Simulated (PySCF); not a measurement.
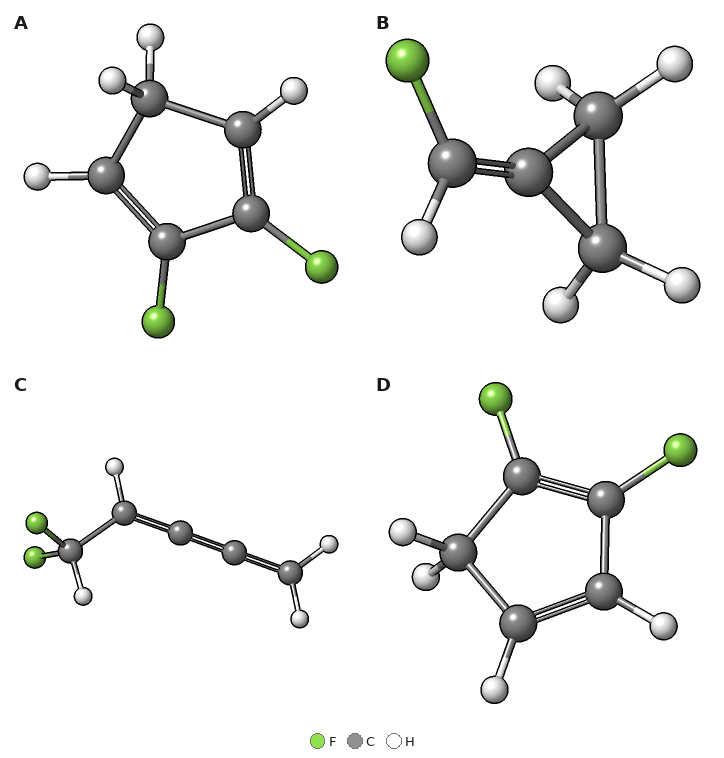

Simulated data, not a measurement (program: PySCF).

Which panel belongs to which SMILES?
(1) C=C=C=CC(F)F
(2) FC=C1CC1
(3) FC1=CCC=C1F
(4) FC1=C(F)CC=C1

A is (3), B is (2), C is (1), D is (4).
